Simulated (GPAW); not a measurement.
# Work function of B/Pd(111) at several levels, part 2 of 2

How far do functional and basis move the work function of B/Pd(111)?

GPAW 26.7.0; GPAW, PAW setups; slab in vacuum, relaxation (the session's first sound run).

So far, upper work function (eV): step 2 (relaxing the atoms, PBE, GPAW) 4.88; step 3 (plane waves, PBE) 4.88; step 4 (self-consistent run: xc = "revPBE") 4.78; step 5 (self-consistent run: xc = "vdW-DF2", GPAW, PAW setups, GPAW) 5.30.

**6. Self-consistent run: xc = "LDA"**

The same geometry under LDA, to see how far the functional moves the levels against the vacuum.

Input file run.py:

```python
import json
import numpy as np
from ase import Atoms
from gpaw import GPAW, PW

slab = Atoms(
    ['Pd', 'Pd', 'Pd', 'Pd', 'B'],
    positions=[
        [0.00000, 0.00000, 7.00000],
        [1.37532, 0.79404, 9.24589],
        [2.75065, 1.58809, 11.56028],
        [0.00000, 0.00000, 13.96618],
        [2.75065, 1.58809, 15.27512]],
    cell=[[2.75065, 0.0, 0.0], [1.37532, 2.38213, 0.0], [0.0, 0.0, 22.30321]],
    pbc=[True, True, False])

slab.calc = GPAW(mode=PW(500), xc='LDA', kpts={'size': (13, 13, 1), 'gamma': True},
                 occupations={'name': 'fermi-dirac', 'width': 0.1}, nbands='200%',
                 convergence={'density': 1e-05}, maxiter=200,
                 poissonsolver={'dipolelayer': 'xy'},
                 symmetry={'tolerance': 1e-3}, txt='slab.txt')
result = {}
energy = slab.get_potential_energy()
fermi = slab.calc.get_fermi_level()
v = slab.calc.get_electrostatic_potential().mean((0, 1)) - fermi
n = slab.calc.get_pseudo_density().mean((0, 1))
L = slab.cell[2, 2]
z = np.arange(len(v)) * L / len(v)
low, high = slab.positions[:, 2].min(), slab.positions[:, 2].max()
below, above = np.interp([low - 4.8, high + 4.8], z, v)
slopes = [np.interp(x, z, np.gradient(v, z)) for x in (low - 4.8, high + 4.8)]
eps = np.array([[slab.calc.get_eigenvalues(k, s) for k in range(len(slab.calc.get_ibz_k_points()))]
                for s in range(slab.calc.get_number_of_spins())]) - fermi
top, bottom = eps[eps < 0].max(), eps[eps > 0].min()
dipole = slab.get_dipole_moment()[2]
print(f'energy {energy:.4f} eV, Fermi level {fermi:.4f} eV, dipole {dipole:.5f} e A')
print(f'potential 4.8 A off the faces, from the Fermi level: lower {below:.4f} eV, upper {above:.4f} eV')
print(f'slope of the potential there: lower {slopes[0]:.5f}, upper {slopes[1]:.5f} eV/A')
print(f'nearest levels on the mesh: {top:.4f} and {bottom:.4f} eV')
print('magnetic moment', round(slab.get_magnetic_moment(), 3))
result.update(energy=energy, fermi=fermi, dipole=dipole, below=below, above=above, slopes=slopes, edges=[top, bottom],
              z=z.tolist(), v=v.tolist(), n=n.tolist(), positions=slab.positions.tolist(),
              forces=slab.get_forces(apply_constraint=False).tolist(), moments=slab.get_magnetic_moments().tolist())
json.dump(result, open('result.json', 'w'))
```

The run is started by

```bash
$ OMP_NUM_THREADS=1 OPENBLAS_NUM_THREADS=1 python run.py
```

The program printed:

```text
energy -25.4224 eV, Fermi level 1.3995 eV, dipole 0.02071 e A
potential 4.8 A off the faces, from the Fermi level: lower 5.6546 eV, upper 5.0804 eV
slope of the potential there: lower -0.00019, upper 0.00014 eV/A
nearest levels on the mesh: -0.0074 and 0.0033 eV
magnetic moment 0.0
```

The job ended after 4.1 min (1 thread of Arm Neoverse V1, shared host; peak memory 0.27 GiB).

Numbers from this step:

```
dipole along the normal                    : 0.02071 e·Å
levels nearest the Fermi level on the mesh : -0.007423, 0.003337 eV from the Fermi level
upper work function                        : 5.080 eV
lower work function                        : 5.655 eV
```

The electrostatic potential energy of an electron (without an applied field's), less the Fermi level, planar mean oscillates, so the rows of the table below give means over windows of 2.32 Å about each position, cut where the curve ends. Its maxima inside the range that stand out by 2 % of the span (Å: eV): 8.1: 1.26, 10.4: 1.57, 12.7: 1.56, 14.8: -7.65. Its minima: 7.0: -22.8, 9.2: -22.9, 11.5: -22.9, 13.9: -24.5, 15.2: -13.0.

Electrostatic potential energy of an electron (without an applied field's), less the Fermi level, planar mean against z; means over each step:

```csv
z (Å),"electrostatic potential energy of an electron (without an applied field's), less the Fermi level, planar mean (eV)"
1.16,5.63
3.48,5.64
5.80,-1.20
8.12,-9.49
10.44,-8.78
12.76,-8.37
15.08,-9.82
17.40,4.71
19.72,5.08
22.04,5.10
```

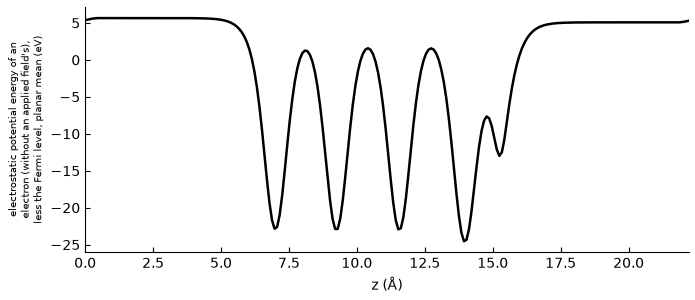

Electrostatic potential energy of an electron (without an applied field's), less the Fermi level, planar mean, plotted against z.

The upper face's work function is 5.080 eV, against 4.877 eV in the first plane-wave PBE run at this geometry.

**7. OptPBE vdW: xc = "optPBE-vdW"**

The same geometry under optPBE-vdW, to see how far the functional moves the levels against the vacuum (the van der Waals functionals take revPBE setups).

Changes to run.py since step 6:

```diff
@@ -16,3 +16,3 @@
 
-slab.calc = GPAW(mode=PW(500), xc='LDA', kpts={'size': (13, 13, 1), 'gamma': True},
+slab.calc = GPAW(mode=PW(500), xc='optPBE-vdW', kpts={'size': (13, 13, 1), 'gamma': True},
                  occupations={'name': 'fermi-dirac', 'width': 0.1}, nbands='200%',
```

The program printed:

```text
energy -78.7218 eV, Fermi level 1.5851 eV, dipole 0.01055 e A
potential 4.8 A off the faces, from the Fermi level: lower 5.4086 eV, upper 5.1147 eV
slope of the potential there: lower -0.00049, upper 0.00023 eV/A
nearest levels on the mesh: -0.0003 and 0.0073 eV
magnetic moment 0.0
```

Wall time 4.4 min (1 thread); peak memory 0.41 GiB.

Numbers from this step:

* dipole along the normal: 0.01055 e·Å
* levels nearest the Fermi level on the mesh: -3.27e-4, 0.007273 eV from the Fermi level
* upper work function: 5.115 eV
* lower work function: 5.409 eV

The upper face's work function is 5.115 eV, against 4.877 eV in the first plane-wave PBE run at this geometry.

**8. Self-consistent run: xc = "RPBE"**

The same geometry under RPBE, to see how far the functional moves the levels against the vacuum.

Changes to run.py since step 7:

```diff
@@ -16,3 +16,3 @@
 
-slab.calc = GPAW(mode=PW(500), xc='optPBE-vdW', kpts={'size': (13, 13, 1), 'gamma': True},
+slab.calc = GPAW(mode=PW(500), xc='RPBE', kpts={'size': (13, 13, 1), 'gamma': True},
                  occupations={'name': 'fermi-dirac', 'width': 0.1}, nbands='200%',
```

The program printed:

```text
energy -16.7999 eV, Fermi level 1.8216 eV, dipole 0.00966 e A
potential 4.8 A off the faces, from the Fermi level: lower 5.0518 eV, upper 4.7825 eV
slope of the potential there: lower -0.00033, upper 0.00015 eV/A
nearest levels on the mesh: -0.0227 and 0.0011 eV
magnetic moment 0.0
```

Run time: 4.5 min. Hardware: 1 thread; peak memory 0.27 GiB.

Numbers from this step:

```
dipole along the normal                    : 0.009658 e·Å
levels nearest the Fermi level on the mesh : -0.02265, 0.001089 eV from the Fermi level
upper work function                        : 4.783 eV
lower work function                        : 5.052 eV
```

The electrostatic potential energy of an electron (without an applied field's), less the Fermi level, planar mean oscillates, so the rows of the table below give means over windows of 2.32 Å about each position, cut where the curve ends. Its maxima inside the range that stand out by 2 % of the span (Å: eV): 8.1: 0.714, 10.4: 1.03, 12.7: 1.02, 14.8: -8.08. Its minima: 7.0: -23.1, 9.2: -23.1, 11.5: -23.2, 13.9: -24.8, 15.2: -13.3.

Electrostatic potential energy of an electron (without an applied field's), less the Fermi level, planar mean against z; means over each step:

```
z (Å)  electrostatic potential energy of an electron (without an applied field's), less the Fermi level, planar mean (eV)
 1.16                                                                                                                5.04
 3.48                                                                                                                5.04
 5.80                                                                                                               -1.71
 8.12                                                                                                               -9.90
10.44                                                                                                               -9.21
12.76                                                                                                               -8.80
15.08                                                                                                               -10.1
17.40                                                                                                                4.43
19.72                                                                                                                4.78
22.04                                                                                                                4.79
```

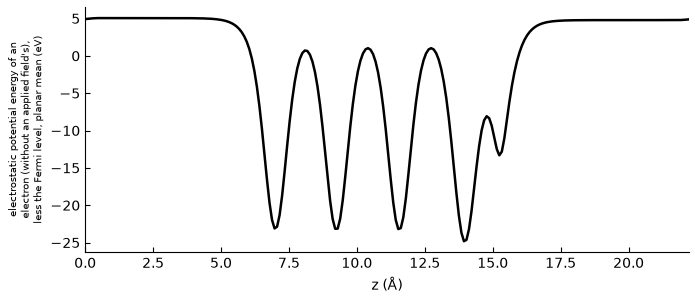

Electrostatic potential energy of an electron (without an applied field's), less the Fermi level, planar mean against z.

The upper face's work function is 4.783 eV, against 4.877 eV in the first plane-wave PBE run at this geometry.

**9. Real-space grid: mode = "fd"**

A real-space grid is a second complete basis, so it checks the plane-wave result.

Changes to run.py since step 8:

```diff
@@ -3,3 +3,3 @@
 from ase import Atoms
-from gpaw import GPAW, PW
+from gpaw import GPAW
 
@@ -16,3 +16,3 @@
 
-slab.calc = GPAW(mode=PW(500), xc='RPBE', kpts={'size': (13, 13, 1), 'gamma': True},
+slab.calc = GPAW(mode='fd', h=0.18, xc='PBE', kpts={'size': (13, 13, 1), 'gamma': True},
                  occupations={'name': 'fermi-dirac', 'width': 0.1}, nbands='200%',
```

The program printed:

```text
energy -19.8434 eV, Fermi level -5.0574 eV, dipole 0.01318 e A
potential 4.8 A off the faces, from the Fermi level: lower 5.2403 eV, upper 4.8742 eV
slope of the potential there: lower -0.00034, upper 0.00022 eV/A
nearest levels on the mesh: -0.0235 and 0.0011 eV
magnetic moment 0.0
```

Wall time 12 min (1 thread); peak memory 0.72 GiB.

This step gave:

```yaml
dipole_along_the_normal: 0.01318 e·Å
levels_nearest_the_fermi_level_on_the_mesh: -0.02347, 0.001079 eV from the Fermi level
upper_work_function: 4.874 eV
lower_work_function: 5.240 eV
```

The electrostatic potential energy of an electron (without an applied field's), less the Fermi level, planar mean oscillates, so the rows of the table below give means over windows of 2.34 Å about each position, cut where the curve ends. Its maxima inside the range that stand out by 2 % of the span (Å: eV): 8.1: 0.854, 10.4: 1.14, 12.8: 1.13, 14.7: -8.03. Its minima: 7.0: -23.1, 9.3: -23.2, 11.6: -23.1, 13.9: -24.8, 15.3: -13.1.

Table of electrostatic potential energy of an electron (without an applied field's), less the Fermi level, planar mean by z; means over each step:

| z (Å) | electrostatic potential energy of an electron (without an applied field's), less the Fermi level, planar mean (eV) |
| --- | --- |
| 1.17 | 5.24 |
| 3.51 | 5.22 |
| 5.85 | -2.22 |
| 8.19 | -9.91 |
| 10.53 | -9.22 |
| 12.87 | -8.93 |
| 15.21 | -8.51 |
| 17.55 | 4.64 |
| 19.89 | 4.87 |

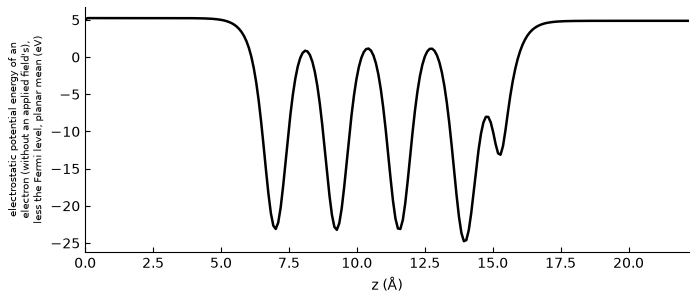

Electrostatic potential energy of an electron (without an applied field's), less the Fermi level, planar mean against z.

The upper face's work function is 4.874 eV, against 4.877 eV in the first plane-wave PBE run at this geometry.

**10. Atomic orbitals: mode = "lcao"**

Atom-centred orbitals end a few angstrom from the surface, which tests how much the density's tail matters.

Changes to run.py since step 9:

```diff
@@ -16,4 +16,4 @@
 
-slab.calc = GPAW(mode='fd', h=0.18, xc='PBE', kpts={'size': (13, 13, 1), 'gamma': True},
-                 occupations={'name': 'fermi-dirac', 'width': 0.1}, nbands='200%',
+slab.calc = GPAW(mode='lcao', basis='dzp', h=0.18, xc='PBE', kpts={'size': (13, 13, 1), 'gamma': True},
+                 occupations={'name': 'fermi-dirac', 'width': 0.1}, nbands='120%',
                  convergence={'density': 1e-05}, maxiter=200,
```

The program printed:

```text
energy -17.4215 eV, Fermi level -5.0924 eV, dipole 0.01300 e A
potential 4.8 A off the faces, from the Fermi level: lower 5.2717 eV, upper 4.9117 eV
slope of the potential there: lower -0.00171, upper 0.00056 eV/A
nearest levels on the mesh: -0.0060 and 0.0033 eV
magnetic moment 0.0
```

It took 35 min on 1 thread; peak memory 0.38 GiB.

This step gave:

```
dipole along the normal                    : 0.01300 e·Å
levels nearest the Fermi level on the mesh : -0.005990, 0.003290 eV from the Fermi level
upper work function                        : 4.912 eV
lower work function                        : 5.272 eV
```

The upper face's work function is 4.912 eV, against 4.877 eV in the first plane-wave PBE run at this geometry.

**11. Cost and result by level**

Times are for 1 thread of Arm Neoverse V1, shared host. The runs compared:

```
no.         run  upper work function (eV)  lower work function (eV)     time  memory (GiB)
  1          pw                     4.877                     5.239  3.9 min          0.27
  2      revPBE                     4.781                     5.076  4.3 min          0.27
  3     vdW DF2                     5.299                     5.585  6.9 min          0.41
  4         LDA                     5.080                     5.655  4.1 min          0.27
  5  optPBE vdW                     5.115                     5.409  4.4 min          0.41
  6        RPBE                     4.783                     5.052  4.5 min          0.27
  7          fd                     4.874                     5.240   12 min          0.72
  8        lcao                     4.912                     5.272   35 min          0.38
```

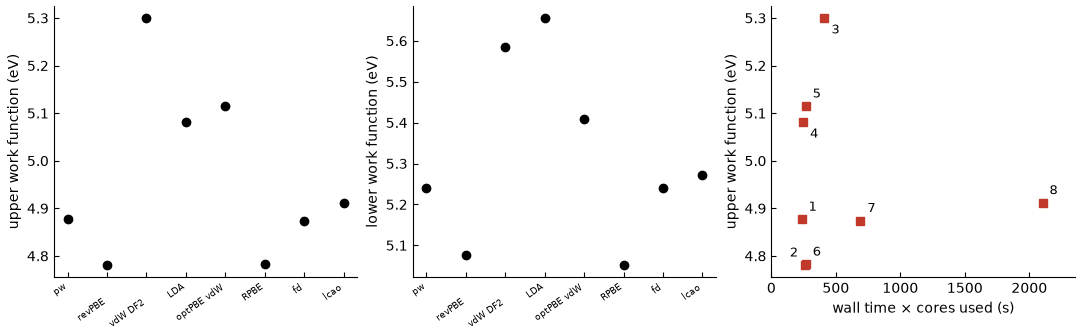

The series as plots; the last panel sets the first result against cost, with the runs numbered as in the table.

**12. Side by side**

Results and costs are gathered.

This step: comparison of work functions, dipole and cost (GPAW 26.7.0).

Ladder, by row:

```
      step  code  work function, upper (eV)  work function, lower (eV)  dipole (e Å)  wall time (s)  peak memory (GiB)  threads
        pw  GPAW                      4.877                      5.239       0.01302          234.7               0.27        1
    revPBE  GPAW                      4.781                      5.076        0.0106            259               0.27        1
   vdW-DF2  GPAW                      5.299                      5.585       0.01024          411.8               0.41        1
       LDA  GPAW                       5.08                      5.655       0.02071          246.5               0.27        1
optPBE-vdW  GPAW                      5.115                      5.409       0.01055          266.7               0.41        1
      RPBE  GPAW                      4.782                      5.052      0.009658          267.1               0.27        1
        fd  GPAW                      4.874                       5.24       0.01318            691               0.72        1
      lcao  GPAW                      4.912                      5.272         0.013           2102               0.38        1
```

**13. A changed run**

One more run, with changed settings.

This step: GPAW, PAW setups; slab in vacuum (GPAW 26.7.0).

Changes to run.py since step 10:

```diff
@@ -3,3 +3,3 @@
 from ase import Atoms
-from gpaw import GPAW
+from gpaw import GPAW, PW
 
@@ -16,5 +16,5 @@
 
-slab.calc = GPAW(mode='lcao', basis='dzp', h=0.18, xc='PBE', kpts={'size': (13, 13, 1), 'gamma': True},
-                 occupations={'name': 'fermi-dirac', 'width': 0.1}, nbands='120%',
-                 convergence={'density': 1e-05}, maxiter=200,
+slab.calc = GPAW(mode=PW(500), xc='PBE', kpts={'size': (13, 13, 1), 'gamma': True},
+                 occupations={'name': 'fermi-dirac', 'width': 1.0}, nbands='200%',
+                 convergence={'density': 1e-05}, maxiter=50,
                  poissonsolver={'dipolelayer': 'xy'},
```

The program printed:

```text
energy -20.3414 eV, Fermi level 1.8261 eV, dipole -0.01366 e A
potential 4.8 A off the faces, from the Fermi level: lower 5.2899 eV, upper 5.6698 eV
slope of the potential there: lower -0.03108, upper 0.02372 eV/A
nearest levels on the mesh: -0.0022 and 0.0066 eV
magnetic moment 0.0
```

It took 3.9 min on 1 thread; peak memory 0.27 GiB.

The run finished. A setting was moved off its sound value on purpose, so it serves as a test and not as the result.

The fault put into the input: a smearing of electronvolts (width = 1.0).

The two runs compared:

```csv
quantity,this run,sound run,difference
dipole along the normal (e·Å),-0.013662,0.013024,-0.0267
```

**14. Summary of results**

```yaml
work_function_upper_and_lower_face: 4.877 and 5.239 eV
dipole_along_the_normal: 0.0130 e Å
```

In words: With plane waves and PBE the work function is 4.88 eV on the upper face and 5.24 eV on the lower. The two faces differ by 0.36 eV, the step that the slab's dipole makes (e p/(ε0 A) gives 0.36 eV), so the dipole layer is needed. Over the sound runs of the table the upper face's work function spans 4.781 (revPBE) to 5.299 eV (vdW-DF2). The cell of 6.55 Å² holds one B, started on one chosen site; other sites and coverages weren't tried. The in-plane lattice was kept as typed, which isn't the functional's own and leaves some strain; spin-orbit coupling and temperature are left out.

[Logs are printed without paths, hosts, clocks, repeated set-up lines and the standing remarks that a program may print on its own settings, such as how far it seeks lower states.]

[Hosts, paths, dates, database ids (printed as entryN), source tags and the programs' standing remarks are cut or masked in the printed files.]
